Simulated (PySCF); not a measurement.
SMILES Cl[SiH]([SiH2][SiH](Cl)Cl)Cl at its PBE0/def2-SVP optimised geometry (Å):

```
11

Si    -0.6906     1.0297     0.0000
Cl    -1.3811     2.9764     0.0000
Cl     1.3811     1.0297     0.0000
Si    -1.3364    -0.0541    -1.9712
Si    -0.1542    -2.0720    -2.0554
Cl    -0.9175    -3.2829    -3.5446
Cl    -0.4391    -2.9764    -0.2134
H     -1.1495     0.3819     1.2555
H     -2.8004    -0.3529    -1.9600
H     -0.9911     0.8158    -3.1360
H      1.3081    -1.9382    -2.2795
```

Level of theory: PBE0/def2-TZVP (PySCF).

Map of the deformation density (molecule minus spherical neutral atoms) (e/bohr³) on the plane z = 1.2 Å:

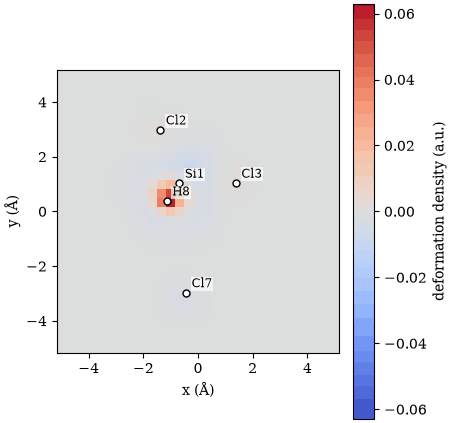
Deformation density (molecule minus spherical neutral atoms) (e/bohr³) on the plane z = 1.2 Å.
